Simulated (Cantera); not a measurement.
Input: 1 mol C2H2, 1 mol NH3, a varied amount of N2, at 3048 K and 1.70 bar.

Equilibrium computed with Cantera from the NASA thermochemical tables; the gas is ideal and each condensed phase is pure. Candidate condensed phases: C, C6H6, C7H8, C8H18; 92 gas species. The numbers say what is thermodynamically allowed, not how fast it happens.

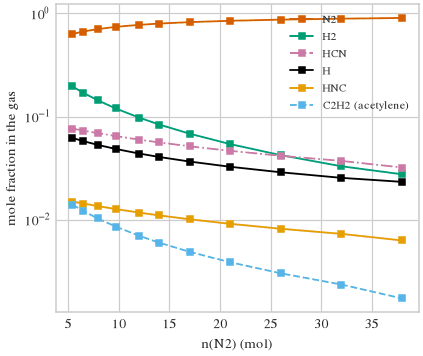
Equilibrium gas composition (values under 1e-9 drawn at 1e-9)

From 5.4 mol N2 to 26 mol N2 the condensed part is C(graphite). From 32 mol N2 to 38 mol N2 nothing is condensed. The main C-bearing gas is HCN throughout.
